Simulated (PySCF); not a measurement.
The calculation's input:

```
{"job": {"kind": "nmr", "xc": "PBE0", "basis": "pcSseg-1"}, "charge": 0, "multiplicity": 1}
C     -3.191094    -0.196749    -1.348592
C     -2.529682    -0.296099    -0.195952
C     -3.209015    -0.513796     1.125545
C     -1.120762    -0.204652    -0.148864
C      0.085541    -0.150539    -0.055490
C      1.471826    -0.030919    -0.010791
C      2.372437    -0.670359     0.761294
C      3.711973    -0.118742     0.360259
Si     2.794651     1.005463    -0.909149
H     -4.264623    -0.272940    -1.387283
H     -2.679102    -0.043696    -2.283284
H     -2.998576     0.318607     1.796796
H     -4.285028    -0.600924     0.995621
H     -2.830400    -1.420854     1.595479
H      2.201659    -1.428544     1.511211
H      4.384973    -0.878471    -0.038331
H      4.235439     0.372891     1.180771
H      2.814310     2.440822    -0.634715
H      3.025669     0.713916    -2.321986
```

Run with:

```sh
OMP_NUM_THREADS=1 python probes_run.py task.json out
```

Geometry: GFN2-xTB.

Theory: PBE0/pcSseg-1, SCF density, gas phase, non-relativistic (PySCF).

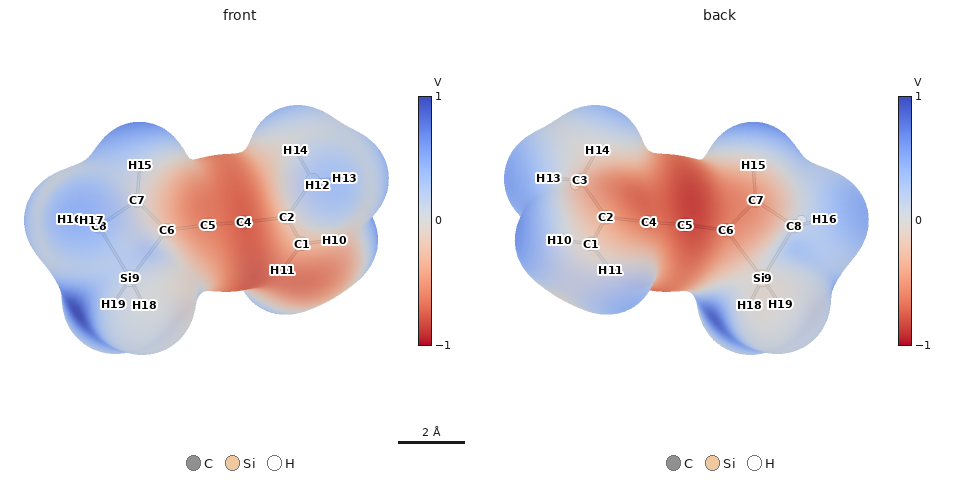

C$_{8}$H$_{10}$Si. The electrostatic potential painted on the density surface at 0.001 e/bohr³, seen from the front and from behind; red is negative and blue positive.

Where is the surface potential most negative and most positive?

Answer. The most negative region (about −0.9 V, or −21 kcal/mol for a unit charge) lies over C4 and C5, the most positive (about +0.9 V, or +21 kcal/mol for a unit charge) over Si9.

How polar is the molecule by this calculation?

Answer. Its dipole moment is 0.64 D.
